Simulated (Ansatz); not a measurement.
Reaction (SMILES): [SH] (SH) → H atom + S atom
B3LYP-D3(BJ)/def2-TZVP geometries, fixed; electronic energies without zero-point terms.
Largest species:
```xyz
2

S      0.0000     0.0000    -0.0793
H      0.0000     0.0000     1.2681
```
Charge 0, spin multiplicity 2.

Basis-set convergence of the atomisation energy at MP2 with Ansatz (a program for electronic structure). Cartesian d functions, on some or all atoms, in 6-31G**, 6-311+G**; all else is spherical. Cores are frozen. Open shells are unrestricted. No added dispersion term, no relativity. Functions are those of the species that has most. Reference: Hartree-Fock in aug-cc-pV(5+d)Z plus the correlation part extrapolated as X^-3 from aug-cc-pV(Q+d)Z and aug-cc-pV(5+d)Z, 85.84 kcal/mol, itself unsure by roughly 0.18 kcal/mol (a third of the extrapolation step and of the last Hartree-Fock step). Deviations are taken from unrounded values.

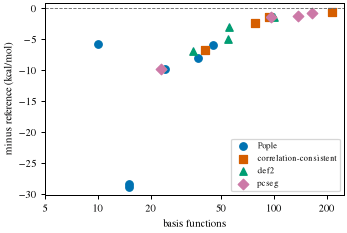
Figure. Deviation from the reference against the number of basis functions, by family of sets.

```
basis            functions  atomisation energy (kcal/mol)  minus reference (kcal/mol)
---------------  ---------  -----------------------------  --------------------------
STO-3G                  10                          80.13                       -5.70
3-21G                   15                          57.43                      -28.40
6-31G                   15                          57.05                      -28.78
pcseg-1                 23                          76.01                       -9.83
6-31G**                 24                          76.02                       -9.81
def2-SVPD               35                          79.02                       -6.81
6-311+G**               37                          77.77                       -8.06
aug-cc-pV(D+d)Z         41                          79.17                       -6.67
6-311++G(2d,2p)         45                          79.85                       -5.98
def2-TZVPD              55                          80.93                       -4.91
def2-TZVPP              56                          82.80                       -3.03
aug-cc-pV(T+d)Z         78                          83.44                       -2.39
cc-pV(Q+d)Z             94                          84.46                       -1.37
pcseg-3                 97                          84.44                       -1.39
def2-QZVPP             100                          84.47                       -1.36
aug-pcseg-3            138                          84.55                       -1.28
pcseg-4                166                          85.11                       -0.72
aug-cc-pV(5+d)Z        216                          85.33                       -0.50
```
